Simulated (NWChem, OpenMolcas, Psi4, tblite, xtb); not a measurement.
**CH2S (methanethial): methods side by side**

CH2S: 4 atoms, total charge 0, spin state singlet. SMILES: `C=S`. The shape is that of a PBE0-D4/def2-TZVP optimisation.

```xyz
4

C    -0.0961   -0.0335   -0.0402
S     1.3084    0.4565    0.5471
H    -0.9721   -0.1773    0.5931
H    -0.2402   -0.2457   -1.1000
```

Quantity: the dipole moment, in D. The values are calculated.

**What was measured.** NIST CCCBDB gives the dipole moment of the gas as 1.65 D.

```tsv
level	kind	program	value (D)	computed − measured	CPU time
GFN0-xTB	semi-empirical	xtb	2.84	+1.19	under 2 s
IPEA1-xTB	semi-empirical	tblite	2.17	+0.52	under 2 s
HF/def2-TZVPP	Hartree–Fock	Psi4	2.09	+0.44	7.7 s
SVWN5/def2-TZVPP	LDA	NWChem	1.62	-0.03	15 s
PBE/def2-TZVPP	GGA	OpenMolcas	1.61	-0.04	26 s
TPSS/def2-TZVPP	meta-GGA	OpenMolcas	1.70	+0.05	34 s
M06-2X/def2-TZVPP	hybrid meta-GGA	OpenMolcas	1.67	+0.02	35 s
HSE06/def2-TZVPP	range-separated hybrid	Psi4	1.72	+0.07	61 s
```

Nearest: M06-2X/def2-TZVPP (+0.02 D); farthest: GFN0-xTB (+1.19 D). The measured dipole is a vibrational average, so differences of a few hundredths of a debye mean little. Computed less measured by kind, in D (of the ab initio rows, those in def2-TZVPP): semi-empirical +0.52 to +1.19; Hartree–Fock +0.44; LDA -0.03; GGA -0.04; meta-GGA +0.05; global hybrid +0.02; range-separated hybrid +0.07. Magnitudes only. Times are those of the runs behind each value, whatever else they computed, on shared processors of several kinds: orders of magnitude only.

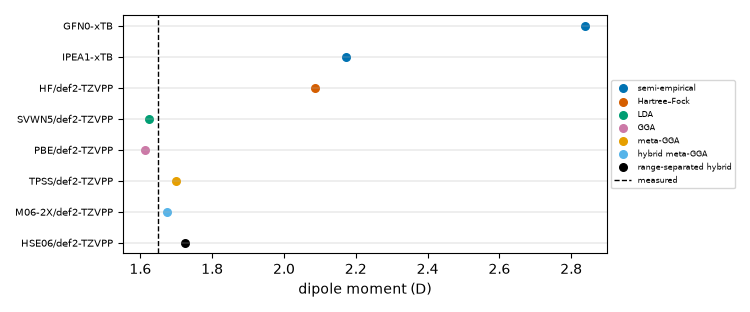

The values of the table, level by level.
